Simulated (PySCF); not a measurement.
# Mn, Mn⁺, Mn²⁺, Mn³⁺, Mn⁴⁺: ionisation energies with spin-orbit coupling, part 2 of 2

Aim: the ionisation energy of manganese from differences of total energies, at each level of theory, and how far each lands from the tabulated value where there is one.

PySCF 2.14.0; two-component X2C-1e, run by a driver. The steps go on from the part before.

## (5) Mn³⁺: the ladder of methods

Level: GHF (spin-free).

The program printed:

```text
cycle= 1 E= -1155.2041404080  delta_E= -1.16e+03  |FDS-SDF|= 0.047
cycle= 2 E= -1155.2401337357  delta_E= -0.036  |FDS-SDF|= 0.0112
cycle= 3 E= -1155.2416345774  delta_E= -0.0015  |FDS-SDF|= 0.00226
cycle= 4 E= -1155.2417051803  delta_E= -7.06e-05  |FDS-SDF|= 0.00016
cycle= 5 E= -1155.2417056127  delta_E= -4.32e-07  |FDS-SDF|= 1.99e-05
cycle= 6 E= -1155.2417056199  delta_E= -7.21e-09  |FDS-SDF|= 2.3e-06
cycle= 7 E= -1155.2417056201  delta_E= -1.68e-10  |FDS-SDF|= 3.34e-07
```

Time after the integrals: 0.15 s (1 thread of Intel Xeon 6975P-C, shared host).

Occupied spinors (without spin-orbit coupling the j labels only name the start):

```csv
spinor shell,electrons,mean energy (eV),weight of the nominal j,rms radius (bohr)
1s1/2,2,-6635.8,1.000,0.0704
2s1/2,2,-842.66,1.000,0.302
2p1/2,2,-717.15,0.667,0.273
2p3/2,4,-716.39,0.833,0.273
3s1/2,2,-142.53,1.000,0.912
3p1/2,2,-105.62,0.667,0.977
3p3/2,4,-103.70,0.833,0.977
3d3/2,4,-53.600,0.500,1.13
```

M_J = 0, ⟨J²⟩ = 4.004, ⟨L²⟩ = 6.003, ⟨S²⟩ = 6.000.

Level: GMP2 (spin-free).

This step left no log, only its results.

Time after the integrals: 0.05 s (1 thread of Intel Xeon 6975P-C, shared host).

With 12 electrons correlated and 6 very high virtual spinors dropped, the MP2 correlation energy is -0.18812 hartree. Largest pairs: 3d3/2-3p3/2 -0.0526, 3p3/2-3p3/2 -0.0371, 3p1/2-3p3/2 -0.0310, 3d3/2-3p1/2 -0.0241, 3d3/2-3d3/2 -0.0198.

Level: GHF (screened spin-orbit).

The program printed:

```text
cycle= 1 E= -1155.2160598358  delta_E= -1.16e+03  |FDS-SDF|= 0.0472
cycle= 2 E= -1155.2522968517  delta_E= -0.0362  |FDS-SDF|= 0.0113
cycle= 3 E= -1155.2538259339  delta_E= -0.00153  |FDS-SDF|= 0.00234
cycle= 4 E= -1155.2539133003  delta_E= -8.74e-05  |FDS-SDF|= 0.000509
cycle= 5 E= -1155.2539253106  delta_E= -1.2e-05  |FDS-SDF|= 0.000416
cycle= 6 E= -1155.2539464679  delta_E= -2.12e-05  |FDS-SDF|= 0.000258
cycle= 7 E= -1155.2539594856  delta_E= -1.3e-05  |FDS-SDF|= 9.56e-05
cycle= 8 E= -1155.2539605157  delta_E= -1.03e-06  |FDS-SDF|= 6.92e-05
cycle= 9 E= -1155.2539615449  delta_E= -1.03e-06  |FDS-SDF|= 1.38e-05
cycle= 10 E= -1155.2539615665  delta_E= -2.16e-08  |FDS-SDF|= 8.58e-06
cycle= 11 E= -1155.2539615722  delta_E= -5.64e-09  |FDS-SDF|= 6.98e-06
cycle= 12 E= -1155.2539615823  delta_E= -1.02e-08  |FDS-SDF|= 2.25e-06
cycle= 13 E= -1155.2539615832  delta_E= -8.21e-10  |FDS-SDF|= 9.31e-07
```

Time after the integrals: 0.44 s (1 thread of Intel Xeon 6975P-C, shared host).

Occupied spinors:

```csv
spinor shell,electrons,mean energy (eV),weight of the nominal j,rms radius (bohr)
1s1/2,2,-6635.7,1.000,0.0704
2s1/2,2,-842.64,1.000,0.302
2p1/2,2,-724.34,0.978,0.272
2p3/2,4,-712.83,0.989,0.274
3s1/2,2,-142.52,1.000,0.912
3p1/2,2,-106.07,0.655,0.975
3p3/2,4,-103.47,0.827,0.978
3d3/2,4,-53.608,0.513,1.13
```

M_J = 0, ⟨J²⟩ = 3.924, ⟨L²⟩ = 6.001, ⟨S²⟩ = 5.998. A second start ended at -1155.13318 hartree. Rows whose weight is well below 1 mix j = l ± 1/2: exchange competes with spin-orbit coupling there.

The determinant has a definite M_J but mixes levels of different J.

Level: GMP2 (screened spin-orbit).

This step left no log, only its results.

It took 0.03 s on 1 thread of Intel Xeon 6975P-C, shared host, the integrals not counted.

With 12 electrons correlated and 6 very high virtual spinors dropped, the MP2 correlation energy is -0.18813 hartree. Largest pairs: 3d3/2-3p3/2 -0.0527, 3p3/2-3p3/2 -0.0371, 3p1/2-3p3/2 -0.0311, 3d3/2-3p1/2 -0.0240, 3d3/2-3d3/2 -0.0198.

## (6) Mn⁴⁺, method by method

Level: GHF (spin-free).

The program printed:

```text
cycle= 1 E= -1153.3337910774  delta_E= -1.15e+03  |FDS-SDF|= 0.0354
cycle= 2 E= -1153.3532430526  delta_E= -0.0195  |FDS-SDF|= 0.00677
cycle= 3 E= -1153.3538934652  delta_E= -0.00065  |FDS-SDF|= 0.00121
cycle= 4 E= -1153.3539105405  delta_E= -1.71e-05  |FDS-SDF|= 7.88e-05
cycle= 5 E= -1153.3539106338  delta_E= -9.33e-08  |FDS-SDF|= 8.56e-06
cycle= 6 E= -1153.3539106347  delta_E= -8.67e-10  |FDS-SDF|= 5.63e-07
```

Time after the integrals: 0.19 s (1 thread of Intel Xeon 6975P-C, shared host).

Occupied spinors (without spin-orbit coupling the j labels only name the start):

```csv
spinor shell,electrons,mean energy (eV),weight of the nominal j,rms radius (bohr)
1s1/2,2,-6661.3,1.000,0.0704
2s1/2,2,-868.78,1.000,0.301
2p1/2,2,-743.38,0.667,0.273
2p3/2,4,-742.42,0.833,0.273
3s1/2,2,-164.54,1.000,0.908
3p1/2,2,-127.55,0.667,0.967
3p3/2,4,-124.76,0.833,0.968
3d3/2,3,-75.377,0.600,1.05
```

M_J = 3/2, ⟨J²⟩ = 6.754, ⟨L²⟩ = 12.003, ⟨S²⟩ = 3.750.

Level: GMP2 (spin-free).

No log was kept for this step.

Time after the integrals: 0.04 s (1 thread of Intel Xeon 6975P-C, shared host).

With 11 electrons correlated and 6 very high virtual spinors dropped, the MP2 correlation energy is -0.17690 hartree. Largest pairs: 3p3/2-3p3/2 -0.0507, 3d3/2-3p3/2 -0.0431, 3p1/2-3p3/2 -0.0341, 3d3/2-3p1/2 -0.0187, 3p3/2-3s1/2 -0.0078.

Level: GHF (screened spin-orbit).

The program printed:

```text
cycle= 1 E= -1153.3468615492  delta_E= -1.15e+03  |FDS-SDF|= 0.0355
cycle= 2 E= -1153.3665702983  delta_E= -0.0197  |FDS-SDF|= 0.00683
cycle= 3 E= -1153.3672500643  delta_E= -0.00068  |FDS-SDF|= 0.00133
cycle= 4 E= -1153.3672824169  delta_E= -3.24e-05  |FDS-SDF|= 0.000491
cycle= 5 E= -1153.3672951045  delta_E= -1.27e-05  |FDS-SDF|= 0.000422
cycle= 6 E= -1153.3673288904  delta_E= -3.38e-05  |FDS-SDF|= 0.000169
cycle= 7 E= -1153.3673347831  delta_E= -5.89e-06  |FDS-SDF|= 6.63e-05
cycle= 8 E= -1153.3673352870  delta_E= -5.04e-07  |FDS-SDF|= 5.4e-05
cycle= 9 E= -1153.3673362423  delta_E= -9.55e-07  |FDS-SDF|= 1.38e-05
cycle= 10 E= -1153.3673362724  delta_E= -3.01e-08  |FDS-SDF|= 9.69e-06
cycle= 11 E= -1153.3673362858  delta_E= -1.34e-08  |FDS-SDF|= 4.25e-06
cycle= 12 E= -1153.3673362886  delta_E= -2.81e-09  |FDS-SDF|= 1.86e-07
cycle= 13 E= -1153.3673362886  delta_E= -1.59e-12  |FDS-SDF|= 2.74e-08
```

Time after the integrals: 0.57 s (1 thread of Intel Xeon 6975P-C, shared host).

Occupied spinors:

```csv
spinor shell,electrons,mean energy (eV),weight of the nominal j,rms radius (bohr)
1s1/2,2,-6661.3,1.000,0.0704
2s1/2,2,-868.77,1.000,0.301
2p1/2,2,-750.52,0.982,0.271
2p3/2,4,-738.88,0.991,0.273
3s1/2,2,-164.53,1.000,0.908
3p1/2,2,-128.03,0.653,0.965
3p3/2,4,-124.52,0.826,0.969
3d3/2,3,-75.399,0.616,1.05
```

M_J = 3/2, ⟨J²⟩ = 6.642, ⟨L²⟩ = 12.000, ⟨S²⟩ = 3.749. A second start ended at -1153.26974 hartree. Rows whose weight is well below 1 mix j = l ± 1/2: exchange competes with spin-orbit coupling there.

The determinant has a definite M_J but mixes levels of different J.

Level: GMP2 (screened spin-orbit).

This step left no log, only its results.

Time after the integrals: 0.04 s (1 thread of Intel Xeon 6975P-C, shared host).

With 11 electrons correlated and 6 very high virtual spinors dropped, the MP2 correlation energy is -0.17691 hartree. Largest pairs: 3p3/2-3p3/2 -0.0506, 3d3/2-3p3/2 -0.0432, 3p1/2-3p3/2 -0.0342, 3d3/2-3p1/2 -0.0186, 3p3/2-3s1/2 -0.0078.

## (7) Differences of total energies

Ionisation energy: Mn [Ar] 3d5 4s2 [3d3/2^4 3d5/2^1, M_J = 5/2] → Mn⁺ [Ar] 3d5 4s1 [3d3/2^4 3d5/2^1 4s1/2^1, M_J = 3].

```csv
method,value (eV),error (eV),"CPU time, both states (s)"
GHF (spin-free),6.031,-1.403,0.34
GMP2 (spin-free),6.859,-0.575,0.44
GHF (screened spin-orbit),6.031,-1.403,1.1
GMP2 (screened spin-orbit),6.860,-0.574,1.1
```

Reference: 7.434 eV (measured; NIST Atomic Spectra Database, ionization energies).

Ionisation energy: Mn⁺ [Ar] 3d5 4s1 [3d3/2^4 3d5/2^1 4s1/2^1, M_J = 3] → Mn²⁺ [Ar] 3d5 [3d3/2^4 3d5/2^1, M_J = 5/2].

```csv
method,value (eV),error (eV),"CPU time, both states (s)"
GHF (spin-free),14.797,-0.843,0.3
GMP2 (spin-free),15.199,-0.441,0.4
GHF (screened spin-orbit),14.797,-0.843,1
GMP2 (screened spin-orbit),15.199,-0.441,1.1
```

Reference: 15.640 eV (measured; NIST Atomic Spectra Database, ionization energies).

Ionisation energy: Mn²⁺ [Ar] 3d5 [3d3/2^4 3d5/2^1, M_J = 5/2] → Mn³⁺ [Ar] 3d4 [3d3/2^4, M_J = 0].

```csv
method,value (eV),less the reference (eV),"CPU time, both states (s)"
GHF (spin-free),32.762,-0.906,0.29
GMP2 (spin-free),33.390,-0.278,0.39
GHF (screened spin-orbit),32.712,-0.956,0.94
GMP2 (screened spin-orbit),33.340,-0.328,1
```

Reference: 33.668 ± 0.012 eV (measured; NIST Atomic Spectra Database, ionization energies). The determinant of Mn3+ mixes levels of different J (the jj label is only the starting occupation), so the difference between spin-free and spin-orbit rows is not the physical spin-orbit shift.

## (8) Differences of total energies, continued

Ionisation energy: Mn³⁺ [Ar] 3d4 [3d3/2^4, M_J = 0] → Mn⁴⁺ [Ar] 3d3 [3d3/2^3, M_J = 3/2].

```csv
method,value (eV),less the reference (eV),"CPU time, both states (s)"
GHF (spin-free),51.370,+0.160,0.34
GMP2 (spin-free),51.675,+0.465,0.43
GHF (screened spin-orbit),51.338,+0.128,1
GMP2 (screened spin-orbit),51.643,+0.433,1.1
```

Reference: 51.21 ± 0.12 eV (semi-empirical (NIST evaluation); NIST Atomic Spectra Database, ionization energies). The determinant of Mn3+ mixes levels of different J (the jj label is only the starting occupation), so the difference between spin-free and spin-orbit rows is not the physical spin-orbit shift.

Times are CPU seconds on a shared host without the integrals; correlated rows include their Hartree-Fock run.

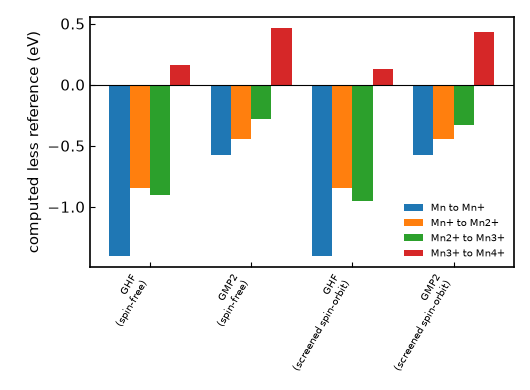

Computed less reference values by method, where the reference is not like for like or is itself uncertain.

## (9) Summary of results

The summary covers parts 1 to 2.

| quantity | value |
| --- | --- |
| ionisation energy, Mn | GHF (spin-free) 6.031, GMP2 (screened spin-orbit) 6.860 eV; reference 7.434 |
| ionisation energy, Mn⁺ | GHF (spin-free) 14.797, GMP2 (screened spin-orbit) 15.199 eV; reference 15.640 |
| ionisation energy, Mn²⁺ | GHF (spin-free) 32.762, GMP2 (screened spin-orbit) 33.340 eV; reference 33.668 ± 0.012 |
| ionisation energy, Mn³⁺ | GHF (spin-free) 51.370, GMP2 (screened spin-orbit) 51.643 eV; reference 51.21 ± 0.12 |

Accuracy against cost (mean over 2 differences):

```csv
method,mean absolute miss against the measured values (with the measured fine structure taken into account where it is known) (eV),"CPU time, both states (s)"
GHF (spin-free),1.123,0.32
GMP2 (spin-free),0.508,0.42
GHF (screened spin-orbit),1.123,1
GMP2 (screened spin-orbit),0.508,1.1
```

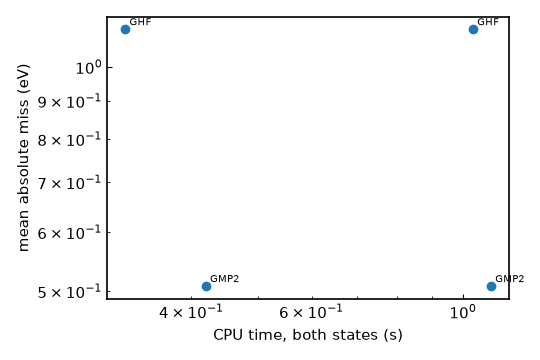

Miss against the measured values (with the measured fine structure taken into account where it is known) and CPU time.

What this shows: Against experiment GMP2 (screened spin-orbit) comes closest (mean absolute error over 2 measured values 0.51 eV), level with GMP2 (spin-free) and GHF (spin-free) is farthest (1.12 eV). Spin-orbit coupling moves the first difference by +0.000 eV at GMP2. All values hold for this basis alone; no basis-set limit was taken. The dearest level timed, GMP2 (screened spin-orbit), costs 3.4 times the cheapest, GHF (spin-free), and differs from the measured values (with the measured fine structure taken into account where it is known) by 0.51 against 1.12 eV.
